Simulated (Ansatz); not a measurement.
Al₂O₃ (space group R-3c, No. 167): coordinates from a relaxation with Ansatz, DFT, PBE, plane waves, PAW; the starting structure was generated, so it need not be a known form of this composition.

Space group R-3c:H (No. 167). a = 4.809 Å, b = 4.809 Å, c = 13.124 Å, α = 90.00°, β = 90.00°, γ = 120.00°

| atom | site | symmetry | x | y | z |
| --- | --- | --- | --- | --- | --- |
| Al | 12c | 3. | 0.3333 | 0.6667 | 0.0188 |
| O | 18e | .2 | 0.6938 | 0.0000 | 0.2500 |

Describe how the polyhedra about Al are linked (bonds: Al–O below 2.2 Å).

Al: AlO6 octahedron, sharing corners with nine neighbours, edges with three neighbours and a face with one neighbour.

They form a three-dimensional framework of corner-, edge- and face-sharing octahedra.

Centre to centre across a shared corner: 3.25 to 3.53 Å; across a shared edge: 2.82 Å; across a shared face: 2.68 Å.

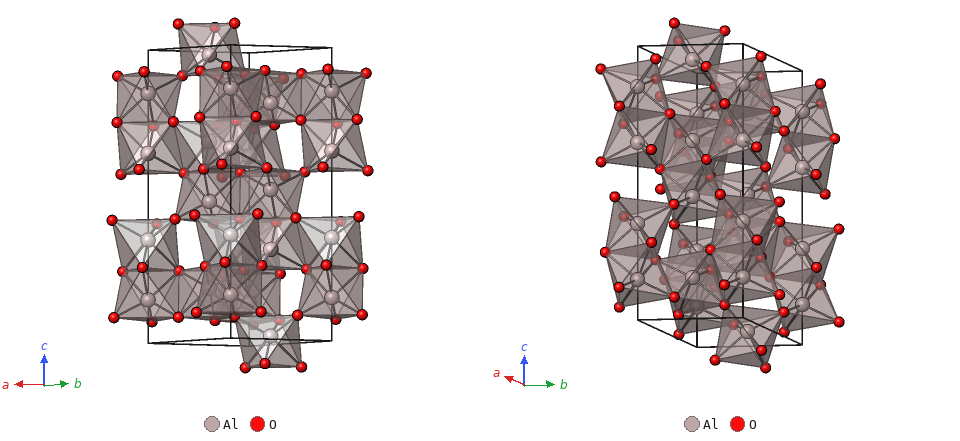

Polyhedra are drawn about Al (bonds: Al–O below 2.2 Å); other atoms are plain spheres. Two views of the same piece.
